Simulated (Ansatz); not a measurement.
```xyz
5

Ga    0.0000    0.0000   -0.0958
H     0.0000    0.0000    1.4805
H     1.3748    0.0000   -0.8394
H    -1.3748    0.0000   -0.8394
F     0.0000    0.0000    3.5840
```

Not at a stationary point (largest force 0.6 eV/Å).

Theory: UKS PBE0/def2-SVP (Ansatz 0.2.0).

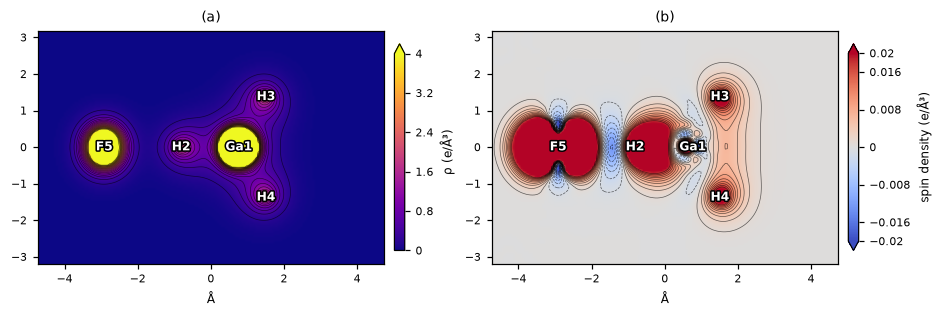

GaH3···F (doublet). (a) electron density; (b) spin density (α minus β) on the molecular plane.

**What do the fields say about this system?**

- The plane passes through Ga, H and F nuclei.
- F5···H2 (2.10 Å): the density falls to about 0.13 e/Å³ on the way.
- Ga–H (1.56 Å): ρ is about 0.99 e/Å³ halfway.
- The unpaired spin (1 electron) lies mostly on F5 (about 0.9), in electrons by Hirshfeld's partition.
